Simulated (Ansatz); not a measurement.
Geometry relaxation, with input and output: GeH3O2F

- system: GeH3O2F
- method: RKS PBE/def2-SVP (Ansatz 0.2.0)

It belongs to a series of runs on one base structure; here: end point A relaxed. Figures and captions count atoms from 1; the log counts them from 0 in places.

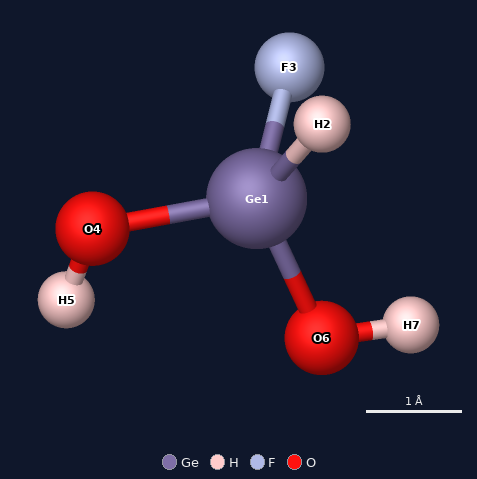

Figure 1. The structure as given in the input (ball-and-stick view, seen at a tilt; atoms are numbered from 1 in the order of the input). Sticks mark near contacts.

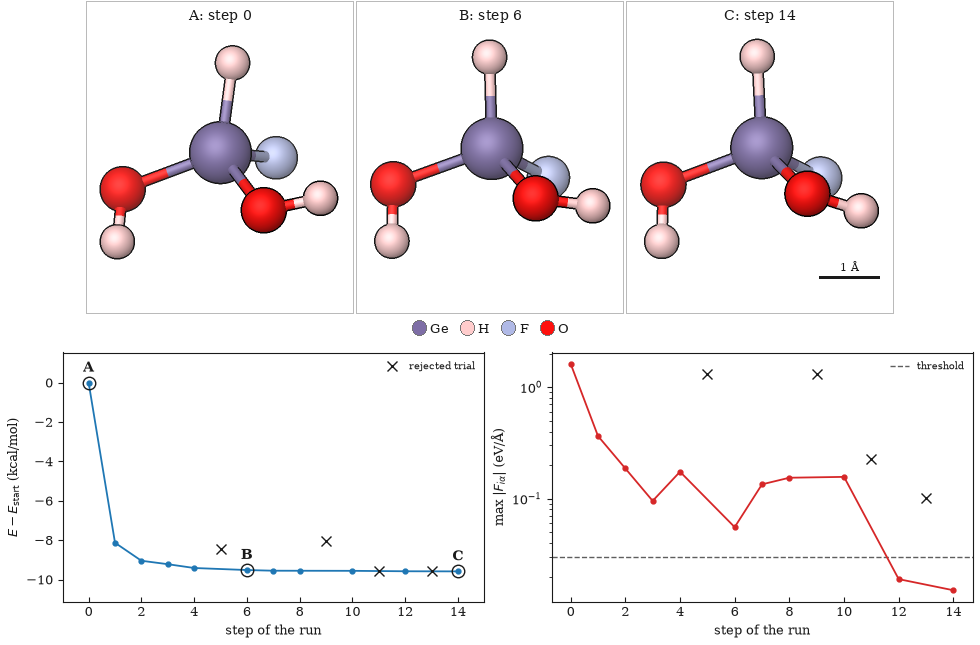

Figure 2. Frames of the relaxation (ball-and-stick view, seen at a tilt) above the curves, on which the letters mark them (the first geometry is step 0 here and step 1 in the log).

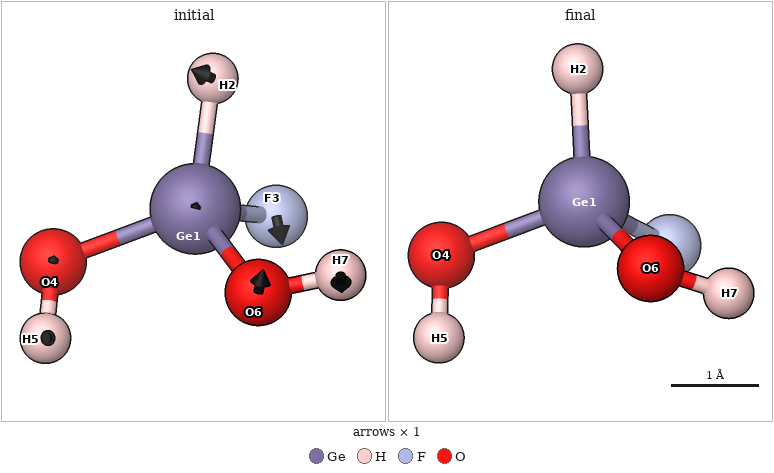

Figure 3. Before (left) and after (right) the relaxation, at one scale (ball-and-stick view, seen at a tilt). The black arrows give the displacements, at true length. After 14 geometry steps the energy has fallen by 9.58 kcal/mol. The largest force component goes from 1.6 to 0.015 eV/Å. The line search rejected the trial steps at points 5, 9, 11, 13 (counted from 0) and went back. The atom that moves furthest after the best rigid fit is F3 (0.35 Å). Largest moves by element: F 0.35 Å, H 0.32 Å, O 0.31 Å, Ge 0.09 Å. Among the contacts that change: Ge1–F3 1.709 → 1.761 Å, Ge1–H2 1.528 → 1.537 Å, Ge1–O4 1.766 → 1.772 Å, Ge1–O6 1.779 → 1.784 Å. Among the angles that change: H2–Ge1–F3 84.1° → 109.0°, H2–Ge1–O4 117.1° → 107.7°, H2–Ge1–O6 123.5° → 116.4°. (Atoms are counted from 1 in the order of the input.)

The input that produced these results follows, with the program's output.

The input:
```yaml
crystal:
  periodic: [false, false, false]
  atoms:
    - { symbol: Ge, position_ang: [-0.069159, 0.03834, 0.311216] }
    - { symbol: H, position_ang: [0.500297, 0.119796, 1.727032] }
    - { symbol: F, position_ang: [1.560468, -0.206727, -0.14189] }
    - { symbol: O, position_ang: [-0.776856, 1.511583, -0.358637] }
    - { symbol: H, position_ang: [-1.380203, 1.299189, -1.098109] }
    - { symbol: O, position_ang: [-1.098371, -1.296675, -0.25843] }
    - { symbol: H, position_ang: [-0.707377, -2.161906, -0.025282] }
basis:
  gaussian: { orbitals: def2-SVP }
hamiltonian:
  xc: pbe
relax:
  f_tol: 0.03
  max_steps: 50
```

Run as:
```bash
ansatz run input.yaml --threads 2 --pin off --max-ram 3072MiB --backend cpu --events-out ev --progress --plain --runs-dir out
```

Output:
```
The last accepted step is kept in [file] (removed where the run ends without a failure and the disk answers)
Engine: ansatz 0.2.0, aarch64-unknown-linux-gnu
Functional definition: PBE
  parameter kappa = 0.804
  parameter beta = 0.06672455060314922
  exchange = pbe_x(kappa = kappa, mu = beta*pi^2/3)
  correlation = pbe_c(beta = beta)
959 factors; their error is unknown
mean field evaluation 1: about -63340.8459 eV, gradient 8.2e1 eV
mean field evaluation 2: about -63292.6203 eV, gradient 1.8e2 eV
mean field evaluation 4: about -63351.5286 eV, gradient 1.6e1 eV
mean field evaluation 8: about -63351.9303 eV, gradient 1.6e-1 eV
mean field evaluation 16: about -63351.8764 eV, gradient 5.3e-5 eV
mean field -63351.87642393 eV, -2328.1385171353 hartree, gradient 5.3e-5 eV, S^2 0.000000; 0 other end points of the search recorded, 0 dependent functions left out
the calculation of the forces begins
reference -63351.87645330 eV, -2328.1385182146 hartree; 30, 30 occupied and 59, 59 virtual orbitals, 959 factors
relax step   1: F+E_penalty+E_count = -63351.87642393 eV  Δ(F+E_penalty+E_count) = +0.000e0 eV  max|allowed force component| = 1.619e0 eV/Å  Δτ_max = 0.0000 Å  (26 SCF iters, accepted)
these checks for a lower state are left out or cut short: starts, cluster_reference, orbital_swaps, neighbouring_geometries, increment
959 factors; their error is unknown
mean field -63352.22891760 eV, -2328.1514710386 hartree, gradient 7.3e-5 eV, S^2 0.000000; 0 other end points of the search recorded, 0 dependent functions left out
[... from here on the field's lines of each further geometry are left out, up to the last ...]
relax step   2: F+E_penalty+E_count = -63352.22891760 eV  Δ(F+E_penalty+E_count) = -3.525e-1 eV  max|allowed force component| = 3.642e-1 eV/Å  Δτ_max = 0.1953 Å  (31 SCF iters, accepted)
relax step   3: F+E_penalty+E_count = -63352.26854822 eV  Δ(F+E_penalty+E_count) = -3.963e-2 eV  max|allowed force component| = 1.865e-1 eV/Å  Δτ_max = 0.0846 Å  (27 SCF iters, accepted)
relax step   4: F+E_penalty+E_count = -63352.27612355 eV  Δ(F+E_penalty+E_count) = -7.575e-3 eV  max|allowed force component| = 9.542e-2 eV/Å  Δτ_max = 0.0373 Å  (25 SCF iters, accepted)
relax step   5: F+E_penalty+E_count = -63352.28452323 eV  Δ(F+E_penalty+E_count) = -8.400e-3 eV  max|allowed force component| = 1.743e-1 eV/Å  Δτ_max = 0.1118 Å  (30 SCF iters, accepted)
relax step   6: F+E_penalty+E_count = -63352.24216648 eV  Δ(F+E_penalty+E_count) = +4.236e-2 eV  max|allowed force component| = 1.310e0 eV/Å  Δτ_max = 0.0876 Å  (30 SCF iters, rejected (line search))
relax step   7: F+E_penalty+E_count = -63352.28902222 eV  Δ(F+E_penalty+E_count) = -4.499e-3 eV  max|allowed force component| = 5.549e-2 eV/Å  Δτ_max = 0.0437 Å  (25 SCF iters, accepted)
relax step   8: F+E_penalty+E_count = -63352.29048715 eV  Δ(F+E_penalty+E_count) = -1.465e-3 eV  max|allowed force component| = 1.343e-1 eV/Å  Δτ_max = 0.0646 Å  (29 SCF iters, accepted)
relax step   9: F+E_penalty+E_count = -63352.29058387 eV  Δ(F+E_penalty+E_count) = -9.672e-5 eV  max|allowed force component| = 1.540e-1 eV/Å  Δτ_max = 0.0050 Å  (26 SCF iters, accepted)
relax step  10: F+E_penalty+E_count = -63352.22498458 eV  Δ(F+E_penalty+E_count) = +6.560e-2 eV  max|allowed force component| = 1.324e0 eV/Å  Δτ_max = 0.1933 Å  (31 SCF iters, rejected (line search))
relax step  11: F+E_penalty+E_count = -63352.29074758 eV  Δ(F+E_penalty+E_count) = -1.637e-4 eV  max|allowed force component| = 1.567e-1 eV/Å  Δτ_max = 0.0227 Å  (25 SCF iters, accepted)
relax step  12: F+E_penalty+E_count = -63352.29060152 eV  Δ(F+E_penalty+E_count) = +1.461e-4 eV  max|allowed force component| = 2.271e-1 eV/Å  Δτ_max = 0.0199 Å  (25 SCF iters, rejected (line search))
relax step  13: F+E_penalty+E_count = -63352.29170086 eV  Δ(F+E_penalty+E_count) = -9.533e-4 eV  max|allowed force component| = 1.896e-2 eV/Å  Δτ_max = 0.0098 Å  (26 SCF iters, accepted)
relax step  14: F+E_penalty+E_count = -63352.29166182 eV  Δ(F+E_penalty+E_count) = +3.905e-5 eV  max|allowed force component| = 1.008e-1 eV/Å  Δτ_max = 0.0457 Å  (25 SCF iters, rejected (line search))
the calculation of the forces begins
reference -63352.29201104 eV, -2328.1537896800 hartree; 30, 30 occupied and 59, 59 virtual orbitals, 959 factors
relax step  15: F+E_penalty+E_count = -63352.29198150 eV  Δ(F+E_penalty+E_count) = -2.806e-4 eV  max|allowed force component| = 1.506e-2 eV/Å  Δτ_max = 0.0219 Å  (25 SCF iters, accepted)
959 factors; their error is unknown
mean field -63352.29198150 eV, -2328.1537885945 hartree, gradient 6.7e-5 eV, S^2 0.000000; 1 other end points of the search recorded, 0 dependent functions left out
the calculation of the forces begins
reference -63352.29201104 eV, -2328.1537896800 hartree; 30, 30 occupied and 59, 59 virtual orbitals, 959 factors
Total energy: -63352.29201104 eV, -2328.1537896800 hartree
Atom 0 at    -0.043106     0.028004     0.392513 Å, force     0.005180     0.000264    -0.002168 eV/Å
Atom 1 at     0.265597     0.287819     1.875235 Å, force     0.001204    -0.000651    -0.002731 eV/Å
Atom 2 at     1.458001    -0.343568    -0.449050 Å, force    -0.003412     0.002610     0.005305 eV/Å
Atom 3 at    -0.785342     1.494787    -0.269764 Å, force    -0.001423    -0.002179     0.000502 eV/Å
Atom 4 at    -1.202653     1.307459    -1.132520 Å, force     0.000447     0.001057    -0.001439 eV/Å
Atom 5 at    -1.101371    -1.362381     0.033598 Å, force     0.011354    -0.015063    -0.003469 eV/Å
Atom 6 at    -0.562327    -2.108520    -0.294112 Å, force    -0.013350     0.013962     0.004001 eV/Å
Dipole moment:    -0.090051    -0.209990    -0.039375 e Å
```

Trajectory as extended XYZ (Å, eV, eV/Å), 15 frames, from step=1 to step=15:
```
7
Properties=species:S:1:pos:R:3:forces:R:3 step=1 energy=-63351.87642
Ge   -0.0692    0.0383    0.3112   -0.5622   0.1615   0.8013
H     0.5003    0.1198    1.7270   -0.9910   0.2199   0.7969
F     1.5605   -0.2067   -0.1419    1.6194  -0.3733  -1.5743
O    -0.7769    1.5116   -0.3586   -0.0659   0.0166  -0.0465
H    -1.3802    1.2992   -1.0981    0.0399  -0.0096   0.0430
O    -1.0984   -1.2967   -0.2584   -0.0105  -0.0705   0.0270
H    -0.7074   -2.1619   -0.0253   -0.0297   0.0553  -0.0473
7
Properties=species:S:1:pos:R:3:forces:R:3 step=2 energy=-63352.22892
Ge   -0.0086    0.0359    0.3304    0.0256   0.1043   0.3226
H     0.3459    0.1538    1.8417   -0.3642   0.0544  -0.1853
F     1.5918   -0.2285   -0.3275    0.1338  -0.0736  -0.3435
O    -0.7594    1.4926   -0.3395    0.0426   0.1016   0.0868
H    -1.3560    1.2699   -1.0815    0.0936  -0.0751   0.0562
O    -1.0850   -1.2709   -0.2295    0.1322  -0.1609   0.1296
H    -0.6999   -2.1493   -0.0381   -0.0636   0.0493  -0.0664
7
Properties=species:S:1:pos:R:3:forces:R:3 step=3 energy=-63352.26855
Ge    0.0027    0.0340    0.3349    0.0303   0.0006   0.0973
H     0.2682    0.1747    1.8564   -0.0571   0.0117  -0.1865
F     1.5756   -0.2390   -0.4098   -0.1159  -0.0105   0.0063
O    -0.7507    1.4994   -0.3105   -0.0128   0.0588   0.0242
H    -1.3140    1.2800   -1.0789    0.0780  -0.0214   0.0268
O    -1.0792   -1.2840   -0.1930    0.1297  -0.1199   0.0907
H    -0.6737   -2.1614   -0.0432   -0.0522   0.0807  -0.0589
7
Properties=species:S:1:pos:R:3:forces:R:3 step=4 energy=-63352.27612
Ge   -0.0052    0.0334    0.3409    0.0125  -0.0426   0.0003
H     0.2512    0.1865    1.8539    0.0163   0.0140  -0.0589
F     1.5514   -0.2464   -0.4345   -0.0872  -0.0078   0.0449
O    -0.7557    1.5053   -0.2923   -0.0650   0.0065  -0.0392
H    -1.2807    1.2924   -1.0900    0.0737   0.0218   0.0412
O    -1.0808   -1.2979   -0.1650    0.0880  -0.0874   0.0590
H    -0.6514   -2.1699   -0.0571   -0.0383   0.0954  -0.0473
7
Properties=species:S:1:pos:R:3:forces:R:3 step=5 energy=-63352.28452
Ge   -0.0343    0.0222    0.3719   -0.0210   0.1133   0.0369
H     0.2772    0.2438    1.8628   -0.0388  -0.0409  -0.0090
F     1.4926   -0.2558   -0.4511    0.0390  -0.0971  -0.0377
O    -0.7986    1.4879   -0.2604    0.0499   0.0445   0.1633
H    -1.1854    1.3032   -1.1336   -0.0945  -0.0019  -0.1743
O    -1.1080   -1.3309   -0.0710    0.0177   0.0270   0.0319
H    -0.6149   -2.1667   -0.1627    0.0477  -0.0449  -0.0111
7
Properties=species:S:1:pos:R:3:forces:R:3 step=6 energy=-63352.24217 accepted=F
Ge   -0.0527    0.0238    0.3932   -0.0062   0.0673   0.0281
H     0.2828    0.2739    1.8731   -0.0376  -0.0371   0.0067
F     1.4477   -0.2916   -0.4663    0.0538  -0.0602  -0.0399
O    -0.8236    1.4901   -0.2342   -0.4232  -0.1790  -1.3105
H    -1.1388    1.3253   -1.1780    0.3952   0.2344   1.2959
O    -1.1171   -1.3535    0.0056    0.7320  -1.1466  -0.3184
H    -0.5694   -2.1643   -0.2376   -0.7141   1.1212   0.3380
7
Properties=species:S:1:pos:R:3:forces:R:3 step=7 energy=-63352.28902
Ge   -0.0382    0.0279    0.3773   -0.0113   0.0474  -0.0034
H     0.2698    0.2509    1.8667   -0.0145  -0.0060   0.0094
F     1.4792   -0.2914   -0.4511    0.0343  -0.0440  -0.0138
O    -0.7940    1.4941   -0.2647    0.0031   0.0238   0.0396
H    -1.1946    1.3053   -1.1342   -0.0275   0.0132  -0.0420
O    -1.1068   -1.3345   -0.0473    0.0311  -0.0555   0.0189
H    -0.5866   -2.1487   -0.1908   -0.0152   0.0211  -0.0086
7
Properties=species:S:1:pos:R:3:forces:R:3 step=8 energy=-63352.29049
Ge   -0.0388    0.0302    0.3850   -0.0401  -0.0586  -0.0016
H     0.2675    0.2708    1.8692   -0.0028   0.0188   0.0397
F     1.4740   -0.3105   -0.4448    0.0107  -0.0266  -0.0286
O    -0.7966    1.4911   -0.2682    0.0082   0.0292   0.0067
H    -1.1916    1.3064   -1.1415   -0.0158   0.0025  -0.0150
O    -1.1029   -1.3524    0.0093   -0.0637   0.1343   0.0351
H    -0.5828   -2.1320   -0.2531    0.1035  -0.0996  -0.0365
7
Properties=species:S:1:pos:R:3:forces:R:3 step=9 energy=-63352.29058
Ge   -0.0396    0.0301    0.3860   -0.0348  -0.0566  -0.0044
H     0.2670    0.2730    1.8697   -0.0030   0.0181   0.0402
F     1.4724   -0.3132   -0.4445    0.0101  -0.0242  -0.0267
O    -0.7964    1.4909   -0.2686    0.0072   0.0285   0.0057
H    -1.1912    1.3061   -1.1420   -0.0152   0.0024  -0.0140
O    -1.1024   -1.3539    0.0123   -0.0805   0.1540   0.0445
H    -0.5809   -2.1296   -0.2570    0.1163  -0.1221  -0.0453
7
Properties=species:S:1:pos:R:3:forces:R:3 step=10 energy=-63352.22499 accepted=F
Ge   -0.0548    0.0293    0.4216    0.0321  -0.0947  -0.0310
H     0.2521    0.3558    1.8894    0.0104  -0.0205   0.0115
F     1.4296   -0.3976   -0.4326   -0.0617   0.0724   0.0311
O    -0.7875    1.4825   -0.2834   -0.0019   0.0198  -0.0668
H    -1.1854    1.2931   -1.1555    0.0166  -0.0034   0.0390
O    -1.0888   -1.4033    0.1466    1.1580  -1.2977  -1.1952
H    -0.5363   -2.0563   -0.4301   -1.1535   1.3241   1.2114
7
Properties=species:S:1:pos:R:3:forces:R:3 step=11 energy=-63352.29075
Ge   -0.0364    0.0274    0.3889   -0.0513  -0.0015  -0.0105
H     0.2720    0.2783    1.8714   -0.0023   0.0053   0.0314
F     1.4731   -0.3228   -0.4434    0.0069  -0.0277  -0.0241
O    -0.7919    1.4881   -0.2684    0.0192   0.0449   0.0217
H    -1.2022    1.3022   -1.1341   -0.0120  -0.0110  -0.0188
O    -1.1045   -1.3523    0.0176   -0.0754   0.1467   0.0581
H    -0.5813   -2.1174   -0.2761    0.1148  -0.1567  -0.0578
7
Properties=species:S:1:pos:R:3:forces:R:3 step=12 energy=-63352.29060 accepted=F
Ge   -0.0368    0.0272    0.3852   -0.0283   0.0176   0.0087
H     0.2661    0.2780    1.8719    0.0082  -0.0136  -0.0145
F     1.4698   -0.3295   -0.4505    0.0126  -0.0168   0.0015
O    -0.7802    1.4968   -0.2679   -0.0163   0.0049  -0.0081
H    -1.2131    1.3102   -1.1234    0.0115  -0.0001   0.0057
O    -1.1054   -1.3496    0.0041    0.1512  -0.2191  -0.0636
H    -0.5717   -2.1295   -0.2636   -0.1388   0.2271   0.0704
7
Properties=species:S:1:pos:R:3:forces:R:3 step=13 energy=-63352.29170
Ge   -0.0390    0.0284    0.3890   -0.0166  -0.0063   0.0015
H     0.2706    0.2789    1.8730   -0.0050   0.0041   0.0037
F     1.4676   -0.3303   -0.4464    0.0022  -0.0128  -0.0107
O    -0.7881    1.4929   -0.2688    0.0036   0.0190   0.0046
H    -1.2049    1.3058   -1.1318   -0.0004  -0.0033  -0.0008
O    -1.1039   -1.3540    0.0187    0.0014   0.0055   0.0058
H    -0.5734   -2.1180   -0.2778    0.0148  -0.0061  -0.0042
7
Properties=species:S:1:pos:R:3:forces:R:3 step=14 energy=-63352.29166 accepted=F
Ge   -0.0416    0.0260    0.3952    0.0087   0.0399   0.0120
H     0.2686    0.2947    1.8766    0.0007  -0.0114  -0.0131
F     1.4574   -0.3551   -0.4466   -0.0106   0.0042   0.0056
O    -0.7800    1.4933   -0.2710   -0.0038   0.0043  -0.0081
H    -1.2129    1.3041   -1.1258    0.0102  -0.0035   0.0076
O    -1.1024   -1.3636    0.0431    0.0721  -0.1008  -0.0424
H    -0.5603   -2.0959   -0.3156   -0.0774   0.0674   0.0384
7
Properties=species:S:1:pos:R:3:forces:R:3 step=15 energy=-63352.29198
Ge   -0.0431    0.0280    0.3925    0.0052   0.0003  -0.0022
H     0.2656    0.2878    1.8752    0.0012  -0.0007  -0.0027
F     1.4580   -0.3436   -0.4491   -0.0034   0.0026   0.0053
O    -0.7853    1.4948   -0.2698   -0.0014  -0.0022   0.0005
H    -1.2027    1.3075   -1.1325    0.0004   0.0011  -0.0014
O    -1.1014   -1.3624    0.0336    0.0114  -0.0151  -0.0035
H    -0.5623   -2.1085   -0.2941   -0.0134   0.0140   0.0040
```

Key numbers:

- outcome: converged
- total energy: −63352.2920 eV
- mean-field energy: −63352.2920 eV
- largest force (length of the vector) at the end: 0.020 eV/Å
- hardware: 2 threads of Arm Neoverse V1, 24 GiB of memory available, shared host
- wall time: 24 s (CPU time 45 s)
- peak memory: 0.12 GiB
